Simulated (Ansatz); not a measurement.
**SiCl2 (SMILES Cl[Si]Cl) at 5 levels**

Aim: a comparison of 5 runs (UHF/STO-3G, PBE0/STO-3G, r2SCAN0/STO-3G, revPBE/STO-3G, wB97M-V/STO-3G) of SiCl2. 

Program for the calculation: Ansatz 0.2.0.

39 further runs of the same task are left out: 5 that didn't finish, 34 set aside as unsound or not needed.

**1. Starting point**

SiCl2 has 3 atoms, charge 0, and is taken as a singlet. As SMILES, `Cl[Si]Cl`. The Si2–Cl1 distance was set to 4.155 Å, away from the relaxed value. At this shape a bond of the SMILES string is far longer than usual.

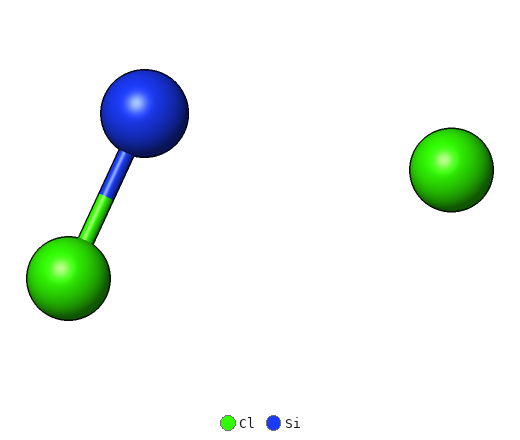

The structure, seen from a chosen angle (chlorine green, silicon blue).

**2. The energy at UHF/STO-3G (run 1)**

File job.yaml:

```yaml
crystal:
  periodic: [false, false, false]
  atoms:
    - {symbol: Cl, position_ang: [1.357712, 3.218019, 1.098009]}
    - {symbol: Si, position_ang: [-0.770100, -0.010400, -0.422000]}
    - {symbol: Cl, position_ang: [0.476300, -1.593400, 0.084000]}
basis:
  gaussian:
    orbitals: STO-3G
accuracy: high
magnetization:
  spin_polarized: true
  initial_magnetization: 0
hamiltonian:
  xc: hf
```

The run is started by

```console
ansatz run job.yaml --threads 1 --pin off --max-ram 2610MiB --events-out events.jsonl --progress --plain --runs-dir runs
```

Log:

```text
Warning: RAYON_NUM_THREADS=1 ignored (pool sized by the plan → 1); use --threads N
Functional definition: HF
  name "HF"
  exchange = exact_x
  correlation = 0
440 factors; integrals over basis functions are off by at most 1.5e-8 eV
mean field evaluation 1: about -32504.8878 eV, gradient 1.2e1 eV
mean field evaluation 2: about -32504.9093 eV, gradient 1.2e1 eV
mean field evaluation 4: about -32506.6674 eV, gradient 2.6e0 eV
mean field evaluation 8: about -32507.2839 eV, gradient 2.7e-1 eV
mean field evaluation 16: about -32507.2954 eV, gradient 5.9e-2 eV
mean field evaluation 32: about -32507.2934 eV, gradient 1.3e-8 eV
mean field evaluation 64: about -32509.6272 eV, gradient 2.0e-4 eV
mean field evaluation 96: about -32505.0196 eV, gradient 1.1e1 eV
mean field evaluation 128: about -32509.6272 eV, gradient 1.9e-3 eV
mean field evaluation 160: about -32509.6211 eV, gradient 1.3e-2 eV
mean field evaluation 192: about -32509.6230 eV, gradient 6.5e-3 eV
mean field evaluation 224: about -32509.5959 eV, gradient 7.9e-1 eV
mean field evaluation 256: about -32509.6270 eV, gradient 1.2e-2 eV
mean field evaluation 288: about -32509.6024 eV, gradient 8.0e-1 eV
mean field evaluation 320: about -32507.2725 eV, gradient 4.8e-2 eV
mean field -32509.62723727 eV, -1194.7067651529 hartree, gradient 1.8e-8 eV, S^2 1.002660; 9 other end points of the search recorded, 0 dependent functions left out
reference -32509.62723727 eV, -1194.7067651529 hartree; 24, 24 occupied and 3, 3 virtual orbitals, 440 factors
Total energy: -32509.62723727 eV, -1194.7067651529 hartree
```

Run time: 1.6 s. Hardware: 1 thread of Arm Neoverse V1, shared host.

**3. The energy at PBE0/STO-3G (run 2)**

File in.yaml:

```yaml
crystal:
  periodic: [false, false, false]
  atoms:
    - {symbol: Cl, position_ang: [1.357712, 3.218019, 1.098009]}
    - {symbol: Si, position_ang: [-0.770100, -0.010400, -0.422000]}
    - {symbol: Cl, position_ang: [0.476300, -1.593400, 0.084000]}
basis:
  gaussian: {orbitals: STO-3G}
hamiltonian: {xc: {name: PBE0}}
accuracy: high
```

The run is started by

```console
ansatz run in.yaml --threads 1 --pin off --max-ram 2610MiB --events-out events.jsonl --progress --plain --runs-dir runs
```

Log, shortened:

```text
Warning: RAYON_NUM_THREADS=1 ignored (pool sized by the plan → 1); use --threads N
Functional definition: PBE0
  name "PBE0"
[...]
440 factors; integrals over basis functions are off by at most 1.5e-8 eV
[...]
mean field -32545.22359740 eV, -1196.0149072596 hartree, gradient 2.8e-8 eV, S^2 0.000000; 9 other end points of the search recorded, 0 dependent functions left out
reference -32545.22359885 eV, -1196.0149073130 hartree; 24, 24 occupied and 3, 3 virtual orbitals, 440 factors
Total energy: -32545.22359885 eV, -1196.0149073130 hartree
```

Wall time 3.6 s (1 thread of Arm Neoverse V1, shared host); peak memory 0.098 GiB.

Runs 3 to 4 aren't shown in full; the table further down has their settings and results.

**4. A single-point energy at wB97M-V/STO-3G (run 5)**

File input.yaml:

```yaml
crystal:
  periodic: [false, false, false]
  atoms:
    - {symbol: Cl, position_ang: [1.357712, 3.218019, 1.098009]}
    - {symbol: Si, position_ang: [-0.770100, -0.010400, -0.422000]}
    - {symbol: Cl, position_ang: [0.476300, -1.593400, 0.084000]}
basis:
  gaussian: {orbitals: STO-3G}
hamiltonian: {xc: {name: wB97M-V}}
accuracy: high
```

The run is started by

```console
ansatz run input.yaml --threads 1 --pin off --max-ram 2610MiB --events-out events.jsonl --progress --plain --runs-dir runs
```

Log, shortened:

```text
Warning: RAYON_NUM_THREADS=1 ignored (pool sized by the plan → 1); use --threads N
Functional definition: wB97M-V
  name "wB97M-V"
[...]
  gx(w, u) = 1 - cx + cx01*u + cx10*w
  gss(w, u) = css00 + css04*u^4 + css10*w + css20*w^2 + css43*w^4*u^3
  gos(w, u) = cos00 + cos10*w + (cos20 + cos21*u)*w^2 + (cos60 + cos61*u)*w^6
[...]
      + integral(e_c_pw_mod_opposite_spin*gos(b97_w_opposite, b97_u_opposite)) + vv10(b, c)
440 factors; integrals over basis functions are off by at most 1.5e-8 eV
158 factors; integrals over basis functions are off by at most 1.1e-9 eV
[...]
mean field -32558.56647213 eV, -1196.5052488618 hartree, gradient 1.6e-8 eV, S^2 0.000000; 4 other end points of the search recorded, 0 dependent functions left out
reference -32558.56647449 eV, -1196.5052489487 hartree; 24, 24 occupied and 3, 3 virtual orbitals, 440 factors
Total energy: -32558.56647449 eV, -1196.5052489487 hartree
```

Wall time 22 s (1 thread of Arm Neoverse V1, shared host); peak memory 0.28 GiB.

**5. The series**

```csv
run,level,energy (Eh),wall time
1,UHF/STO-3G,-1194.706765,1.6 s
2,PBE0/STO-3G,-1196.014907,3.6 s
3,r2SCAN0/STO-3G,-1196.389079,10 s
4,revPBE/STO-3G,-1196.195507,2.2 s
5,wB97M-V/STO-3G,-1196.505249,22 s
```

**6. What came out**

| quantity | value |
| --- | --- |
| run 5: total energy | -1196.50525 Eh |

Totals of different functionals can't be ranked against each other. In runs 1, 2, 3, 4, 5 the basis is minimal, so the values are rough. In runs 2, 3, 4, 5 a closed-shell determinant meets a far-stretched bond, which it describes badly. Spin contamination of the reference: run 1 ⟨S²⟩ = 1.00. Where it is this large, the reference is a mixture of spin states, and values that rest on it are in doubt. All runs together took 39 s, the longest 22 s.
